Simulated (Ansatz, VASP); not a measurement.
**NiO: VASP beside Ansatz**

Aim: how closely do two programs agree when they are given the same cell, functional and k mesh?

Program: Ansatz 0.2.0. Level of theory: plane waves, with VASP 6.6.1 beside it; relaxation of cell and atoms at r2SCAN. Results are calculated unless marked as measured.

### 1. The starting structure

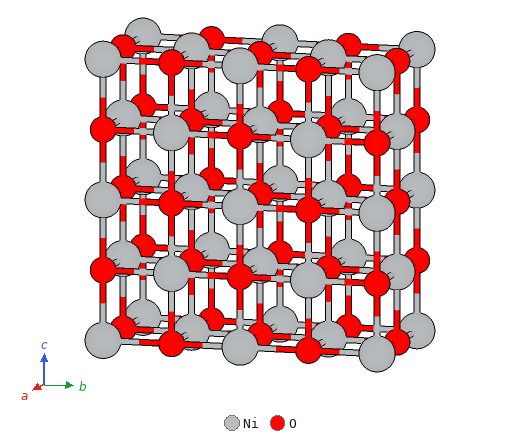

Start, viewed slightly off an axis; nickel light grey, oxygen red. 1×2×2 cells are drawn. This picture shows the conventional cell, with its axes. Some periodic images of atoms are drawn too.

### 2. Ansatz: relaxation of cell and atoms, r2SCAN

Ansatz runs on its default PAW (the set named soft_2) files.

The relaxed volume is the usual yardstick between codes: its relative difference is about their pressure difference at one cell divided by the bulk modulus.

Input file input.yaml:

```yaml
crystal:
  lattice:
    - [0.0, 2.0859016414, 2.0859016414]
    - [2.0859016414, 0.0, 2.0859016414]
    - [2.0859016414, 2.0859016414, 0.0]
  atoms:
    - { symbol: Ni, position: [0.0, 0.0, 0.0], spin: 1.0 }
    - { symbol: O, position: [0.5, 0.5, 0.5] }
hamiltonian:
  xc: r2scan
  pseudopotentials: { kind: paw }
magnetization:
  spin_polarized: true
kpoints:
  mp_grid: { grid: [9, 9, 9] }
scf:
  occupations: { method: fermi_dirac, width: 0.05 }
relax:
  f_tol: 0.01
  max_steps: 60
  cell: { stress_tol: 0.05 }
output:
  forces: true
  stress: true
  write_density: true
  write_potential: true
  elf: true
  volumetric_format: npy
```

Run with:

```
$ ansatz run input.yaml --threads 4 --pin off --max-ram 9216MiB --backend cpu --events-out ev --progress --plain --runs-dir out
```

Numbers of over 12 decimals in the logs are rounded to 6 here.

Log:

```text
Engine: ansatz 0.2.0, aarch64-unknown-linux-gnu
Pseudopotentials: kind: paw
Pseudopotential: Ni, paw, valence charge 18, recommended cutoff 500 eV (meta_gga), Ni.paw.azcp
Pseudopotential: O, paw, valence charge 6, recommended cutoff 500 eV (meta_gga), O.paw.azcp
Functional definition: r2SCAN
  parameter k0 = 0.174
  parameter k1 = 0.065
  parameter a1 = 4.9479
  exchange = r2scan_x(k0 = k0, k1 = k1, a1 = a1)
  correlation = r2scan_c
Crystal: 2 atoms, lattice volume = 18.151 Å³
Basis set: ecut = 500 eV, 459 PW (Γ), exchange–correlation on 96×96×96 points (64 copies of the dense FFT grid, shifted against one another)
Bands: 17, of which v1, the nominal top of the filled ones, is band 12 counted from 1 (11 counted from 0)
Symmetry: 48 space group operations
Space group: Fm-3m (ITA 225), of the structure as read, at distance tolerance 2.6e-5 Å
Magnetic group: BNS 225.116 (UNI 1618), of the structure as read, at distance tolerance 2.6e-5 Å
k-points: 35 of 729
Non-local potential: Ni, projectors of the file, l = 0: 3, l = 1: 2, l = 2: 3, l = 3: 1
Non-local potential: O, projectors of the file, l = 0: 2, l = 1: 2, l = 2: 1
PAW form: soft (Blöchl's): semilocal exchange-correlation on the pseudo side does not see the compensation charge
PAW frozen core: Ni, regenerated for the run's functional (the file was generated under x = pbe(κ = 0.804, μ = 0.219515), c = pbe(β = 0.066725))
PAW frozen core: O, regenerated for the run's functional (the file was generated under x = pbe(κ = 0.804, μ = 0.219515), c = pbe(β = 0.066725))
PAW one-centre angular grid: Ni, 590 points (default); XC on 160 Gauss nodes
PAW one-centre angular grid: O, 302 points (default); XC on 160 Gauss nodes
Initial density: superposition of atomic densities (chi_scale 0.1, normalization cell, long waves kept (reshape's long-wave potential 0.00 eV rms))
Starting moments: Σ|m| = 1 μB on 1 of 2 sites
Initial wavefunctions: pseudopotential atomic-orbital guess
Functional: x = r2scan, c = r2scan; τ floored in thin density (d = 2e-4 eV/Å³)
SCF iter   1: F=—  HF=-6411.426045 eV  |F-HF|=—  |Δ(HF+E_count)|=         —  Δρ=1.43e-1 (↑1.19e-1 ↓1.43e-1)  dr2=8.18e0  dr2_τ=1.33e-2  dr2_m=8.68e-2  M=0.947 μB ∫|m|=0.947 μB  β_m=1.00  ethr=3.10e-3  ⟨swp⟩=5.3  Hψ=5165  notcnv=0
Mixer restart at iter 1: flushing history
preconditioner: auto → none  [metal: Δε(μ)=0.023 eV  Ē_g=15.088 eV  σ=0.050 eV  W_gap=0.12  n_scr=8 (ndim 8)  ℏωp=34.9 eV  f_vac=0.000  D(μ)=1.54/eV (n_scr^D=14)  sad-step TF]
SCF iter   2: F=—  HF=-6412.131814 eV  |F-HF|=—  |Δ(HF+E_count)|=   7.06e-1  Δρ=7.11e-2 (↑7.11e-2 ↓4.83e-2)  dr2=1.07e0  dr2_τ=2.33e-2  dr2_m=1.84e-1  M=1.243 μB ∫|m|=1.247 μB  β_m=0.65  ethr=3.10e-3  ⟨swp⟩=3.0  Hψ=3194  notcnv=0  defer=14  κ⁻¹=1.0e0(r=1)
SCF iter   3: F=—  HF=-6412.684143 eV  |F-HF|=—  |Δ(HF+E_count)|=   5.52e-1  Δρ=4.87e-2 (↑4.87e-2 ↓4.58e-2)  dr2=1.61e-1  dr2_τ=4.43e-3  dr2_m=2.55e-1  M=1.584 μB ∫|m|=1.590 μB  β_m=1.00  ethr=3.10e-3  ⟨swp⟩=2.0  Hψ=2059  notcnv=0  defer=11  κ⁻¹=1.4e-2(r=2)
SCF iter   4: F=—  HF=-6412.912044 eV  |F-HF|=—  |Δ(HF+E_count)|=         —  Δρ=1.40e-2 (↑7.11e-3 ↓1.40e-2)  dr2=1.77e-2  dr2_τ=3.34e-4  dr2_m=4.65e-3  M=1.996 μB ∫|m|=2.008 μB  β_m=1.00  ethr=6.72e-4  ⟨swp⟩=2.7  Hψ=2623  notcnv=0  defer=11
Mixer restart at iter 4: flushing history
SCF iter   5: F=—  HF=-6413.117975 eV  |F-HF|=—  |Δ(HF+E_count)|=   2.06e-1  Δρ=7.63e-3 (↑5.61e-3 ↓7.63e-3)  dr2=7.36e-3  dr2_τ=1.00e-4  dr2_m=7.20e-4  M=1.999 μB ∫|m|=2.015 μB  β_m=1.00  ethr=7.38e-5  ⟨swp⟩=2.0  Hψ=2839  notcnv=0  defer=29  κ⁻¹=1.0e0(r=1)
SCF iter   6: F=—  HF=-6413.314295 eV  |F-HF|=—  |Δ(HF+E_count)|=   1.96e-1  Δρ=5.16e-3 (↑3.56e-3 ↓5.16e-3)  dr2=4.98e-3  dr2_τ=5.45e-5  dr2_m=4.03e-4  M=2.000 μB ∫|m|=2.018 μB  β_m=1.00  ethr=3.06e-5  ⟨swp⟩=2.1  Hψ=2360  notcnv=0  defer=29  κ⁻¹=4.0e-2(r=2)
SCF iter   7: F=—  HF=-6413.418363 eV  |F-HF|=—  |Δ(HF+E_count)|=   1.04e-1  Δρ=2.24e-3 (↑1.73e-3 ↓2.24e-3)  dr2=1.55e-3  dr2_τ=1.54e-5  dr2_m=8.45e-5  M=2.000 μB ∫|m|=2.017 μB  β_m=1.00  ethr=2.07e-5  ⟨swp⟩=2.0  Hψ=2373  notcnv=0  defer=29  κ⁻¹=3.4e-2(r=3)
SCF iter   8: F=—  HF=-6413.437520 eV  |F-HF|=—  |Δ(HF+E_count)|=   1.92e-2  Δρ=5.58e-4 (↑5.58e-4 ↓5.33e-4)  dr2=1.04e-4  dr2_τ=1.69e-6  dr2_m=4.59e-7  M=2.000 μB ∫|m|=2.017 μB  β_m=1.00  ethr=6.45e-6  ⟨swp⟩=2.0  Hψ=2647  notcnv=0  defer=35  κ⁻¹=4.0e-3(r=4)
SCF iter   9: F=—  HF=-6413.437549 eV  |F-HF|=—  |Δ(HF+E_count)|=   2.91e-5  Δρ=3.94e-4 (↑2.86e-4 ↓3.94e-4)  dr2=2.28e-5  dr2_τ=6.54e-7  dr2_m=1.17e-6  M=2.000 μB ∫|m|=2.017 μB  β_m=1.00  ethr=4.34e-7  ⟨swp⟩=2.0  Hψ=2224  notcnv=0  defer=35  κ⁻¹=1.3e-3(r=5)
SCF iter  10: F=—  HF=-6413.437980 eV  |F-HF|=—  |Δ(HF+E_count)|=   4.31e-4  Δρ=9.56e-5 (↑6.13e-5 ↓9.56e-5)  dr2=1.25e-6  dr2_τ=5.56e-8  dr2_m=3.61e-7  M=2.000 μB ∫|m|=2.017 μB  β_m=1.00  ethr=9.51e-8  ⟨swp⟩=2.1  Hψ=2052  notcnv=0  defer=34  κ⁻¹=2.0e-4(r=6)
SCF iter  11: F=—  HF=-6413.437992 eV  |F-HF|=—  |Δ(HF+E_count)|=   1.21e-5  Δρ=3.58e-5 (↑3.31e-5 ↓3.58e-5)  dr2=3.89e-7  dr2_τ=5.25e-9  dr2_m=1.85e-9  M=2.000 μB ∫|m|=2.017 μB  β_m=1.00  ethr=5.23e-9  ⟨swp⟩=2.1  Hψ=2042  notcnv=0  defer=34  κ⁻¹=5.0e-6(r=7)
SCF iter  12: F=—  HF=-6413.437993 eV  |F-HF|=—  |Δ(HF+E_count)|=   2.72e-7  Δρ=2.29e-5 (↑1.62e-5 ↓2.29e-5)  dr2=1.25e-7  dr2_τ=2.04e-9  dr2_m=8.25e-9  M=2.000 μB ∫|m|=2.017 μB  β_m=1.00  ethr=1.62e-9  ⟨swp⟩=2.0  Hψ=1940  notcnv=0  defer=34  κ⁻¹=1.4e-6(r=8)
SCF iter  13: F=—  HF=-6413.437992 eV  |F-HF|=—  |Δ(HF+E_count)|=   2.05e-8  Δρ=4.97e-6 (↑2.67e-6 ↓4.97e-6)  dr2=7.36e-9  dr2_τ=9.09e-11  dr2_m=3.35e-10  M=2.000 μB ∫|m|=2.017 μB  β_m=1.00  ethr=5.22e-10  ⟨swp⟩=2.0  Hψ=1876  notcnv=0  defer=34  κ⁻¹=9.7e-7(r=8)
SCF iter  14: F=-6413.437993 eV  HF=-6413.437993 eV  |F-HF|=1.22e-9  |Δ(HF+E_count)|=   2.08e-8  Δρ=2.10e-6 (↑1.36e-6 ↓2.10e-6)  dr2=7.41e-10  dr2_τ=2.14e-11  dr2_m=1.50e-10  M=2.000 μB ∫|m|=2.017 μB  ethr=3.07e-11  ⟨swp⟩=5.2  Hψ=6452  notcnv=0
SCF 1 converged in 14 iterations: F = -6413.437993 eV  dr2 = 7.41e-10
  greatest PAW one-centre occupation: 1.003 electrons in one spin orbital (limit 2), on the Ni atom at site 0 (counted from 0), in its partial waves of l = 1
relax step   1: F+E_penalty+E_count = -6413.43799251 eV  Δ(F+E_penalty+E_count) = +0.000e0 eV  max|allowed force component| = 7.691e-30 eV/Å  Δτ_max = 0.0000 Å  P = +2.667 GPa  Ω = 18.151 Å³  (14 SCF iters, dr2 threshold 1.00e-7 eV, accepted)
[...]
relax step   2: F+E_penalty+E_count = -6413.43920732 eV  Δ(F+E_penalty+E_count) = -1.215e-3 eV  max|allowed force component| = 4.898e-30 eV/Å  Δτ_max = 0.0000 Å  P = +1.238 GPa  Ω = 18.268 Å³  energy of the carried Pulay correction = -1.974e-4 eV  (9 SCF iters, dr2 threshold 2.00e-7 eV, accepted)
[...]
relax step   3: F+E_penalty+E_count = -6413.43943592 eV  Δ(F+E_penalty+E_count) = -2.286e-4 eV  max|allowed force component| = 4.470e-29 eV/Å  Δτ_max = 0.0000 Å  P = +0.026 GPa  Ω = 18.369 Å³  energy of the carried Pulay correction = -3.694e-4 eV  (9 SCF iters, dr2 threshold 2.00e-7 eV, accepted)
[...]
relax step   4: F+E_penalty+E_count = -6413.43978996 eV  Δ(F+E_penalty+E_count) = -3.540e-4 eV  max|allowed force component| = 3.024e-29 eV/Å  Δτ_max = 0.0000 Å  P = +0.031 GPa  Ω = 18.369 Å³  stress off target by 3.12e-2 GPa  SCF on the basis re-selected at this cell (its energy is not comparable with the rows above)  (11 SCF iters)
basis re-selected at this cell: Δ(F+E_penalty+E_count) = -3.540e-4 eV, ΔP = +0.005 GPa vs the last step (what re-selecting the basis moved, of the pressure what is left beyond the Pulay correction that the steps carried, after the strain that the cell walked since its last selection, with what the two solves' SCF thresholds leave and, on support functions, any second-order correction that the steps lacked; it is no m [...]
SCF converged after 11 iterations
Stability not checked: this state was not tested for a lower state beside it, because the mixer in use, unlike msr1, does not test its closes by its own steps (another_mixer; see scf.mixing.algorithm and scf.lower_state_search)
Magnetization: 2.0000 μB (13.0000 up, 11.0000 down)
Absolute magnetization: 2.0153 μB (∫|ρ↑−ρ↓|, with the PAW one-centre terms)
Spin contamination: 0.0025 ħ² per cell (⟨S²⟩ above its minimum at these occupations)
Per-site moments (μB) at R_I (Å): [(1.669430, 0.863864), (0.285194, 0.863864)]
Free energy (F): -6413.439790 eV
Harris-Foulkes:  -6413.439790 eV  (|F-HF|=9.09e-13)
Internal energy: -6413.439788 eV  (E = F + TS)
E sigma→0 (E₀):  -6413.439789 eV
Entropy (-TS):   -0.000002 eV (-0.001 meV/atom)
Fermi energy:    14.294548 eV
--- Per-component energies (eV) ---
  E_band       = -364.828840
  E_kinetic    = 451.271953
  E_local      = -4015.113948  (includes V_loc(G=0)·N_el)
  E_nonlocal   = 696.572121
  E_hartree    = 1654.092166
  E_xc         = -149.795430
  E_vxc        = -217.934206  (∫ρ·V_xc dr)
  E_paw        = -1808.256614  (= ΣΔE_a)
  E_vpaw       = -602.235857  (= ΣTr[D̂ρ^β])
  E_aug_tail   = 0.001013  (compensation charges beyond the density's cutoff)
  E_vtau       = 14.425749  (kinetic-family band-sum trace: ∫τ·v_τ [+ j·A + Jᵃ·Aᵃ] dr)
  E_ewald      = -3241.879039
  E_core_change = -0.332010  (= ΣΔE_core)
  E_smearing   = -0.000002  (= −TS)
  E_closure    = 0.000000  (closes the sum)
  Σ components = -6413.439790   (vs F -6413.439790, Δ=0.00e0)
--- Forces (eV/Å), atoms counted from 1 ---
  atom   1  Ni    -0.00000000     0.00000000     0.00000000
  atom   2  O      0.00000000    -0.00000000     0.00000000
  max |Σ_I F_I| component: 5.63e-29 eV/Å
--- Stress (GPa, compression-positive) ---
        0.031179      -0.000000      -0.000000
       -0.000000       0.031179      -0.000000
       -0.000000      -0.000000       0.031179
  P = ⅓ Tr σ = 0.0312 GPa (0.312 kbar)
--- Band table (eV; the first three rows and the last of 70) ---
  k-point 0 ↑: bands = [... 8 lower, 10.8022, 10.8022, 11.0753, 11.0753, 11.0753, 15.9412, 32.5424, 33.4326, ... 1 higher]
  k-point 1 ↑: bands = [... 8 lower, 10.7924, 10.7924, 11.2981, 11.7524, 11.7524, 16.7855, 30.0357, 32.9808, ... 1 higher]
  k-point 2 ↑: bands = [... 8 lower, 10.9769, 10.9769, 11.5198, 12.6589, 12.6589, 18.3711, 27.3279, 31.3781, ... 1 higher]
  k-point 34 ↓: bands = [... 8 lower, 12.3757, 12.6043, 12.7626, 15.5965, 16.3093, 23.7663, 25.5094, 25.9559, ... 1 higher]
--- Relaxed structure (3 steps of the walk, 3 accepted, 1 SCFs on fresh bases) ---
  F+E_penalty+E_count = -6413.43978996 eV   max|allowed force component| = 3.024e-29 eV/Å   (the final SCF, on the basis selected at the relaxed cell)
  cell:  # Å, volume = 18.3693 Å³
    - [0, 2.094215, 2.094215]
    - [2.094215, 0, 2.094215]
    - [2.094215, 2.094215, 0]
  atoms:
    - { symbol: Ni, position: [0, 0, 0] }
    - { symbol: O, position: [0.500000, 0.500000, 0.500000] }
```

It took 5.2 s on 4 threads of Arm Neoverse V2, shared host; peak memory 0.38 GiB.

(Continued in part 2 of 2.)

[Lines on the potential files, build, host, timing and source positions are cut from VASP's logs without a mark.]

[Logs are printed without paths, hosts, clocks, repeated set-up lines and the standing remarks that a program may print on its own settings, such as how far it seeks lower states.]

[Hosts, paths, dates, database ids (printed as entryN), source tags and the programs' standing remarks are cut or masked in the printed files.]
